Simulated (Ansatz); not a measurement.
Method: PBE (plane waves to 420 eV, PAW; Ansatz, a program for electronic structure).

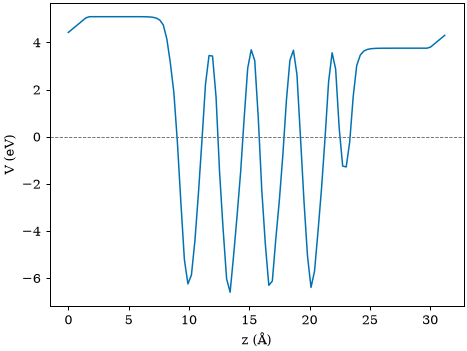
*Electrostatic potential energy of an electron, averaged over planes parallel to the surface, in eV from the Fermi level, for the (0001) surface of wurtzite CdS (in the relaxation like top atoms buckled by 0.4 Å), Cd-terminated, NH2 on every top atom (bottom of the slab: 2 H on 4 bottom sites)*

Set-up: 46 atoms, 15.2 Å thick at the start with caps and adatoms; mesh 3x3x1; 0.025 eV smearing; dipole correction on; 8 atoms held, the rest relaxed; no symmetry held; no spin (no spin-polarised run to compare, though such a face may carry moments), no spin-orbit, no U. The slab shows no gap over 0.04 eV on its mesh. It is one candidate, not shown to be the stable structure of the face.

The surface cell has an area of 61.00 Å². What dipole along the normal does the step between the two vacuum levels imply?

the top vacuum level lies 1.34 eV below the bottom one; p = −ε₀ A ΔV (ε₀ = 0.005526 e/(V·Å)) gives 0.45 e·Å a cell.
